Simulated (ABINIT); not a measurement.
# CaO (Lime): changed settings of a GW run in ABINIT, part 3 of 3

What do changed inputs do to GW on CaO (Lime)?

ABINIT 10.8.3; PBE and many-body steps on it, plane waves. Known limits of the many-body steps: not at the basis limit.

So far. Step 5 (No symmetry in the self-energy): Against G0W0 in ABINIT (6×6×6 mesh, 112 bands, screening to 217.7 eV, Godby-Needs plasmon pole), the gap moves by +0.000 eV. Step 7 (Broadening of the poles): Against G0W0 in ABINIT (6×6×6 mesh, 112 bands, screening to 217.7 eV, Godby-Needs plasmon pole), the gap moves by +0.000 eV.

### Step 10. Exchange cutoff of one hartree

Level of this step: G0W0 on PBE, plane waves, norm-conserving pseudopotentials (ABINIT).

Contents of run.abi:

```
acell 3*1.0 Angstrom
rprim 
  -0.000000000000 2.406500000000 2.406500000000
  2.406500000000 -0.000000000000 2.406500000000
  2.406500000000 2.406500000000 -0.000000000000
ntypat 2
znucl 20 8
natom 2
typat 1 2
xred 
  0.000000000000 0.000000000000 0.000000000000
  0.500000000000 0.500000000000 0.500000000000
pp_dirpath "pseudos"
pseudos "Ca.upf, O.upf"
ecut 36
ngkpt 6 6 6
nshiftk 1
shiftk 0 0 0
kptopt 1
chksymbreak 0
istwfk *1
occopt 1
irdwfk 1
optdriver 4
nband 112
gwcalctyp 0
ecutsigx 1
symsigma 1
nkptgw 2
kptgw 
  0.0000000000 0.0000000000 0.0000000000
  0.5000000000 0.5000000000 0.0000000000
bdgw 
  6 12
  7 10
ecuteps 8
irdscr 1
ppmodel 1
indata_prefix "in"
outdata_prefix "out"
tmpdata_prefix "tmp"
```

The run is started by

```bash
$ OMP_NUM_THREADS=1 mpirun -n 8 abinit run.abi > log
```

What it wrote:

```text
.Version 10.8.3 of ABINIT. v10.8.2 released Aug 2026.

 Symmetries : space group Fm -3 m (#225); Bravais cF (face-center cubic)
[... echo of the input left out ...]
== DATASET  1 ==================================================================
-   mpi_nproc: 8, omp_nthreads: 1 (-1 if OMP is not activated)

--- !DatasetInfo
iteration_state: {dtset: 1, }
dimensions: {natom: 2, nkpt: 16, mband: 112, nsppol: 1, nspinor: 1, nspden: 1, mpw: 1964, }
cutoff_energies: {ecut:  36.0, pawecutdg:  -1.0, }
electrons: {nelect:   1.60000000E+01, charge:   0.00000000E+00, occopt:   1.00000000E+00, tsmear:   1.00000000E-02, }

 SIGMA: Calculation of the GW corrections

 Based on a program developped by R.W. Godby, V. Olevano, G. Onida, and L. Reining.
 Incorporated in ABINIT by V. Olevano, G.-M. Rignanese, and M. Torrent.
.Using double precision arithmetic ; gwpc =  8

[... cell and pseudopotentials left out ...]
--------------------------------------------------------------------------------

 ==== K-mesh for the wavefunctions ====
 Number of points in the irreducible wedge :    16
[... list of points left out ...]
 Together with 48 symmetry operations and time-reversal symmetry
 yields   216 points in the full Brillouin Zone.

 ==== Q-mesh for screening function ====
 Number of points in the irreducible wedge :    16
[... list of points left out ...]
 Together with 48 symmetry operations and time-reversal symmetry
 yields   216 points in the full Brillouin Zone.

 vcoul_init : cutoff-mode = AUXILIARY_FUNCTION
 q-points for optical limit:   1
     1)      0.000010    0.000020    0.000030
 setmesh: FFT mesh size selected  =    24x   24x   24
          total number of points  =        13824

 Number of electrons calculated from density =   16.0000; Expected =   16.0000
[...]
number of omega for Sigma on real axis              0
 max omega for Sigma on real axis  [eV]           0.00
 zcut for avoiding poles [eV]                     0.10

 EPSILON^-1 parameters (SCR file):
 dimension of the eps^-1 matrix on file            181
 dimension of the eps^-1 matrix used                15
 number of plane-waves for wavefunctions          1917
 number of bands                                   112
 number of q-points in IBZ                          16
 number of frequencies                               2
 number of real frequencies                          1
 number of imag frequencies                          1

 matrix elements of self-energy operator (all in [eV])

 Perturbative Calculation

--- !SelfEnergy_ee
iteration_state: {dtset: 1, }
kpoint     : [   0.000,    0.000,    0.000, ]
spin       : 1
KS_gap     :    4.714
QP_gap     :    3.734
Delta_QP_KS:   -0.981
data: !SigmaeeData |
     Band     E0 <VxcDFT>   SigX SigC(E0)      Z dSigC/dE  Sig(E)    E-E0       E
        6   5.064 -19.387 -18.291   3.854   0.818  -0.223 -15.339   4.048   9.112
        7   5.064 -19.387 -18.291   3.854   0.818  -0.223 -15.339   4.048   9.112
        8   5.064 -19.387 -18.291   3.854   0.818  -0.223 -15.339   4.048   9.112
[...]
--- !SelfEnergy_ee
iteration_state: {dtset: 1, }
kpoint     : [   0.500,    0.500,    0.000, ]
spin       : 1
KS_gap     :    4.037
QP_gap     :    3.583
Delta_QP_KS:   -0.454
data: !SigmaeeData |
     Band     E0 <VxcDFT>   SigX SigC(E0)      Z dSigC/dE  Sig(E)    E-E0       E
[...]
9   8.727 -11.430  -3.606  -3.997   0.857  -0.167  -8.149   3.280  12.007
       10  13.087 -16.112  -3.761  -4.463   0.849  -0.178  -9.414   6.698  19.785

== END DATASET(S) ==============================================================
================================================================================

 -outvars: echo values of variables after computation  --------
           etotal      0.0000000000E+00
            nband         112
             nkpt          16
          spgroup         225
 [... the other variables as echoed above ...]

 Calculation completed.
```

It took 2.5 s on 8 MPI ranks of Arm Neoverse V2, shared host; peak memory 0.15 GiB; 19 s of CPU time.

The run ended normally, though the input holds a fault or crude settings.

The fault put into this input: exchange cutoff of one hartree. It printed a gap of 2.89 eV, an artefact of the input.

### Step 11. Side by side

Times are wall times on 8 MPI ranks of Arm Neoverse V2, shared host, good to a factor of about two. A run's time includes the screening step that it read.

| run | mesh | bands | screening cutoff (eV) | DFT gap (eV) | gap on the mesh (eV) | direct (eV) | ε∞ used | time |
| --- | --- | --- | --- | --- | --- | --- | --- | --- |
| base | 6×6×6 | 112 | 217.7 | 3.662 | 5.789 | 6.185 | 3.57 | 38 s |
| fewer bands in the self-energy | 6×6×6 | 28 | 217.7 | 3.662 | 5.580 | 5.869 | 3.57 | 35 s |
| no symmetry in the self-energy | 6×6×6 | 112 | 217.7 | 3.662 | 5.789 | 6.185 | 3.57 | 79 s |
| smaller part of the screening matrix | 6×6×6 | 112 | 54.4 | 3.662 | 5.870 | 6.081 | 3.57 | 34 s |
| broadening of the poles | 6×6×6 | 112 | 217.7 | 3.662 | 5.789 | 6.185 | 3.57 | 38 s |
| scissors in G | 6×6×6 | 112 | 217.7 | 3.662 | 5.840 | 6.236 | 3.57 | 38 s |

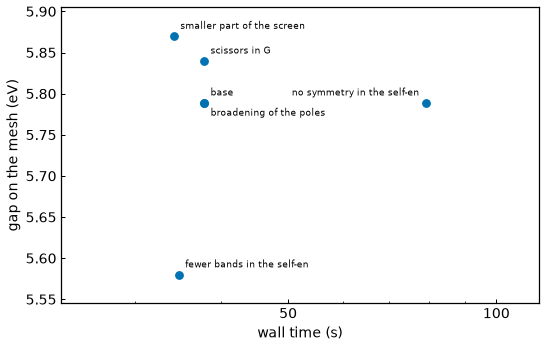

Result against wall time.

### Step 12. What came out

- base: 5.789 eV
- fewer bands in the self-energy: 5.580 eV
- no symmetry in the self-energy: 5.789 eV
- smaller part of the screening matrix: 5.870 eV
- broadening of the poles: 5.789 eV
- scissors in G: 5.840 eV
- known limits: not at the basis limit

What this shows: Fewer bands in the self-energy: −0.209 eV against base (keys changed: nband). No symmetry in the self-energy: no change against base (keys changed: symsigma). Smaller part of the screening matrix: +0.081 eV against base (keys changed: ecuteps). Broadening of the poles: no change against base (keys changed: zcut). Scissors in G: +0.051 eV against base (keys changed: mbpt_sciss). Bands and cutoff are finite, so the gap is not at the basis limit. The miss can reach some tenths of an eV and take either sign; the mesh is an error of its own. In the G0W0 runs levels were corrected at 2 k points alone, so a gap called «on the mesh» is the least over those, and an edge elsewhere would be missed.

[Paths, hosts, dates, memory and timing lines, banners, echoed tables and standing remarks are left out of the program output.]

[Logs are printed without paths, hosts, clocks, repeated set-up lines and the standing remarks that a program may print on its own settings, such as how far it seeks lower states.]

[Runs of the session that timed out or met a known fault of the program may be left out.]

[Hosts, paths, dates, database ids (printed as entryN), source tags and the programs' standing remarks are cut or masked in the printed files.]

[G0W0 gaps are taken among the corrected bands and points alone; a level outside them can change the order at an edge.]

[Where Ansatz stands beside ABINIT at settings called matched, ABINIT's density can come from a denser mesh and the files from another edition; pairs whose starting gaps differed by over 0.03 eV were left out, so agreement reads better than it is.]
